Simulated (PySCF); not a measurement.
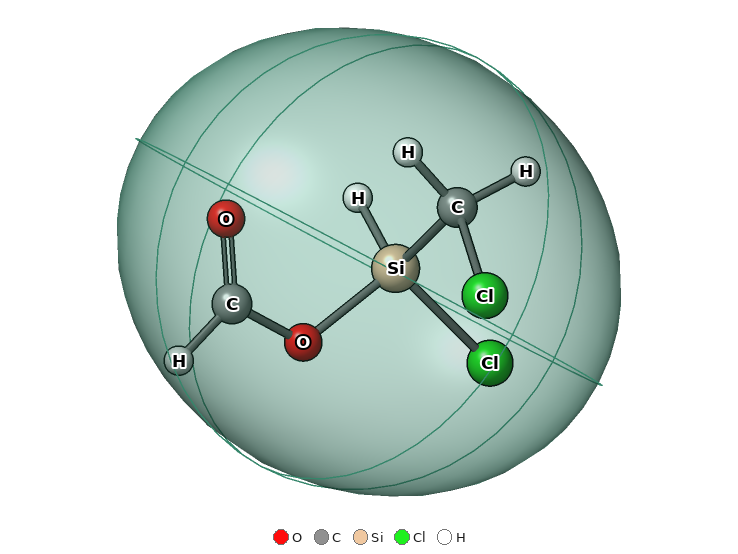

The ellipsoid shows the static dipole polarisability: its half-axes are proportional to the principal values. Computed geometry: PBE0-D3(BJ)/def2-SVP optimisation. No frequency run is at hand to confirm it as a minimum. Computed with PBE0/aug-cc-pVDZ (PySCF 2.14.0).

Question: Give the principal values, the mean and the anisotropy.

Answer: Principal values 74.9, 80.2, 89.2 bohr³; mean 81.4 bohr³ (12.07 Å³); anisotropy 12.4 bohr³, so the longest axis is 1.19 times the shortest.
